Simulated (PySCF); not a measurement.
## C$_{2}$H$_{4}$F$_{3}$N: one change and its effect

System: C$_{2}$H$_{4}$F$_{3}$N (2,2,2-Trifluoroethylamine).
Method of run 1: GIAO wB97X-D/pcSseg-2 NMR shielding, non-relativistic, gas phase (PySCF 2.14.0).

The geometry comes from this level: PBE0-D3(BJ)/def2-TZVP. Text and figures count atoms from 1; the logs count them from 0 in places.

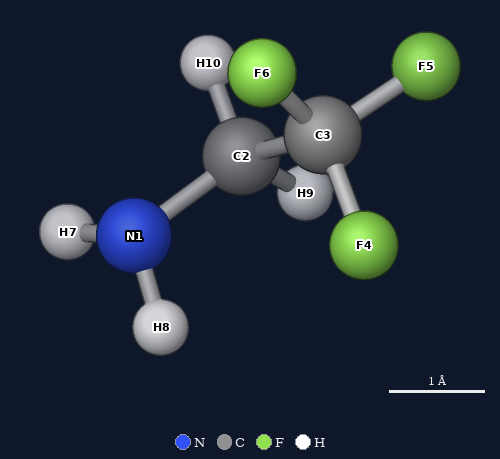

Figure 1. The structure (ball-and-stick view, seen at a tilt; atoms are numbered from 1 in the order of the input). Bond lengths as drawn: C–C 1.51 Å, C–F 1.33 to 1.34 Å, C–H 1.09 to 1.10 Å, C–N 1.44 Å and H–N 1.01 Å.

### Input, run 1
```
{"job": {"kind": "nmr", "xc": "wB97X-D", "basis": "pcSseg-2", "pop": false}, "charge": 0, "multiplicity": 1}
N     -1.354344    -0.246735     0.202711
C     -0.132320     0.517840     0.170449
C      1.042252    -0.379841    -0.139735
F      0.871877    -1.013756    -1.311765
F      2.168389     0.342421    -0.237868
F      1.242853    -1.311040     0.791294
H     -2.097103     0.275388     0.643918
H     -1.655836    -0.497826    -0.729335
H     -0.097129     1.335447    -0.563691
H      0.057356     0.949799     1.154882
```

The first line tells a small driver script what to run in PySCF; the rest is the geometry in Å.

Command:
```bash
OMP_NUM_THREADS=1 python <driver script> task.json out
```

Hardware: 1 CPU thread, shared host.

### Output (run 1)
```
coarse grid: 8976 points
cycle   1  E = -432.8058256418  dE =  9.811e-01  |g| = 9.886e-01  |ddm| = 2.055e+00
cycle   2  E = -432.7831818065  dE =  2.264e-02  |g| = 1.151e+00  |ddm| = 8.498e-01
cycle   3  E = -432.9703693881  dE = -1.872e-01  |g| = 5.230e-02  |ddm| = 4.125e-01
cycle   4  E = -432.9707834238  dE = -4.140e-04  |g| = 2.279e-02  |ddm| = 3.970e-02
cycle   5  E = -432.9708769555  dE = -9.353e-05  |g| = 7.537e-03  |ddm| = 1.910e-02
cycle   6  E = -432.9708884885  dE = -1.153e-05  |g| = 1.488e-03  |ddm| = 5.359e-03
cycle   7  E = -432.9708890736  dE = -5.851e-07  |g| = 5.791e-04  |ddm| = 2.145e-03
final grid: 89712 points
cycle   8  E = -432.9719863611  dE = -2.216e-04  |g| = 1.239e-02  |ddm| = 4.386e-02
cycle   9  E = -432.9719872643  dE = -9.032e-07  |g| = 1.258e-02  |ddm| = 1.005e-02
cycle  10  E = -432.9720084821  dE = -2.122e-05  |g| = 8.502e-04  |ddm| = 4.523e-03
cycle  11  E = -432.9720086069  dE = -1.248e-07  |g| = 4.038e-04  |ddm| = 8.299e-04
cycle  12  E = -432.9720086377  dE = -3.079e-08  |g| = 7.404e-05  |ddm| = 3.486e-04
cycle  13  E = -432.9720086389  dE = -1.212e-09  |g| = 2.826e-05  |ddm| = 8.718e-05
cycle  14  E = -432.9720086392  dE = -2.655e-10  |g| = 7.270e-06  |ddm| = 5.429e-05
converged SCF energy = -432.9720086392

GIAO shielding tensors (ppm)
atom      isotropic    diamagn.    paramagn.     s11        s22        s33       span
  0 N      243.630     310.856     -67.226    209.109    253.640    268.140     59.031
  1 C      136.395     242.239    -105.844    117.339    136.094    155.752     38.413
  2 C       47.891     239.388    -191.496     44.689     48.470     50.515      5.826
  3 F      267.855     469.143    -201.288    175.697    276.303    351.566    175.869
  4 F      260.438     467.160    -206.721    171.616    261.838    347.861    176.246
  5 F      267.259     467.226    -199.967    179.656    273.555    348.566    168.910
  6 H       30.890      30.488       0.402     23.480     27.439     41.751     18.271
  7 H       30.925      31.274      -0.349     23.275     29.036     40.464     17.188
  8 H       28.298      30.311      -2.012     23.325     28.311     33.259      9.934
  9 H       28.659      30.091      -1.431     24.809     28.352     32.818      8.009
```

For run 2 the input was changed thus:
```diff
-"xc": "wB97X-D"
+"xc": "KT3"
```

Predict how the results change.

The total energies belong to different methods, so their difference says nothing on which is more stable or more accurate. The HOMO goes from −9.59 to −6.26 eV. The LUMO goes from 2.06 to −0.63 eV. The dipole moment goes from 3.21 to 3.02 D. Of all shieldings, the largest change is that of F5, by −14.0 ppm. The functional changes from wB97X-D to KT3. Exact exchange removes part of the self-interaction error of semilocal functionals, which pushes filled and empty levels apart. The number of SCF iterations is the same.

### Output (run 2)
```
coarse grid: 8976 points
cycle   1  E = -438.4421039789  dE =  8.575e-01  |g| = 1.141e+00  |ddm| = 2.036e+00
cycle   2  E = -437.9824945378  dE =  4.596e-01  |g| = 2.059e+00  |ddm| = 1.617e+00
cycle   3  E = -438.6412106876  dE = -6.587e-01  |g| = 1.145e-01  |ddm| = 1.096e+00
cycle   4  E = -438.6432063674  dE = -1.996e-03  |g| = 6.804e-02  |ddm| = 1.508e-01
cycle   5  E = -438.6442223644  dE = -1.016e-03  |g| = 1.438e-02  |ddm| = 5.905e-02
cycle   6  E = -438.6442559060  dE = -3.354e-05  |g| = 5.570e-03  |ddm| = 1.086e-02
cycle   7  E = -438.6442608371  dE = -4.931e-06  |g| = 1.236e-03  |ddm| = 3.445e-03
final grid: 89712 points
cycle   8  E = -438.6410846283  dE = -4.174e-04  |g| = 3.067e-02  |ddm| = 1.186e-01
cycle   9  E = -438.6408460232  dE =  2.386e-04  |g| = 5.054e-02  |ddm| = 3.234e-02
cycle  10  E = -438.6412069775  dE = -3.610e-04  |g| = 3.009e-03  |ddm| = 2.077e-02
cycle  11  E = -438.6412087713  dE = -1.794e-06  |g| = 7.046e-04  |ddm| = 2.781e-03
cycle  12  E = -438.6412088680  dE = -9.666e-08  |g| = 1.810e-04  |ddm| = 7.180e-04
cycle  13  E = -438.6412088732  dE = -5.229e-09  |g| = 6.916e-05  |ddm| = 1.357e-04
cycle  14  E = -438.6412088740  dE = -7.133e-10  |g| = 1.819e-05  |ddm| = 4.938e-05
converged SCF energy = -438.6412088740

GIAO shielding tensors (ppm)
atom      isotropic    diamagn.    paramagn.     s11        s22        s33       span
  0 N      235.732     310.134     -74.402    200.446    250.680    256.071     55.625
  1 C      133.526     244.091    -110.565    114.033    132.897    153.648     39.615
  2 C       47.067     240.365    -193.299     45.056     46.294     49.850      4.795
  3 F      255.569     471.826    -216.256    164.845    259.405    342.458    177.613
  4 F      246.465     469.259    -222.794    159.623    241.386    338.386    178.763
  5 F      253.999     469.741    -215.742    167.558    255.840    338.598    171.040
  6 H       30.874      30.456       0.419     23.757     27.804     41.062     17.305
  7 H       30.974      31.439      -0.465     23.608     29.397     39.916     16.308
  8 H       27.970      30.647      -2.677     22.916     28.073     32.920     10.004
  9 H       28.579      30.599      -2.020     24.876     28.461     32.400      7.524
```

### The two runs side by side

| quantity | run 1 | run 2 |
| --- | --- | --- |
| outcome | converged | converged |
| total energy (hartree) | −432.972009 | −438.641209 |
| HOMO (eV) | −9.59 | −6.26 |
| LUMO (eV) | 2.06 | −0.63 |
| dipole moment (D) | 3.21 | 3.02 |
| shielding of N1 (ppm) | 243.6 | 235.7 |
| shielding of C2 (ppm) | 136.4 | 133.5 |
| shielding of C3 (ppm) | 47.9 | 47.1 |
| shielding of F4 (ppm) | 267.9 | 255.6 |
| shielding of F5 (ppm) | 260.4 | 246.5 |
| shielding of F6 (ppm) | 267.3 | 254.0 |
| shielding of H9 (ppm) | 28.3 | 28.0 |
| SCF iterations | 14 | 14 |
| basis functions | 272 | 272 |
| wall time (shared host) | 62 s | 62 s |
